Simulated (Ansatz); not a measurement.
Consider CdSe in the zinc blende structure (space group F-43m, No. 216; a = 6.007 Å).

Structures relaxed with Kohn–Sham DFT with the LDA functional, run in Ansatz (a first-principles code) with PAW and 420 eV plane waves, no SOC.

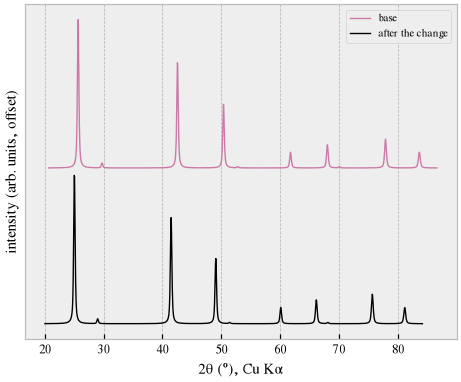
Figure: Simulated powder patterns before (top) and after one change

**Question.** Which change produced these results?
A) isotropic strain −2.50 %
B) isotropic strain +2.50 %
C) isotropic strain −1.50 %
D) isotropic strain +0.50 %

**Answer.** B, isotropic strain +2.50 %. Its volume per atom is 29.18 Å³ against 27.10 Å³, and its space group is F-43m (No. 216).

Whether these cells are dynamically stable was not tested.
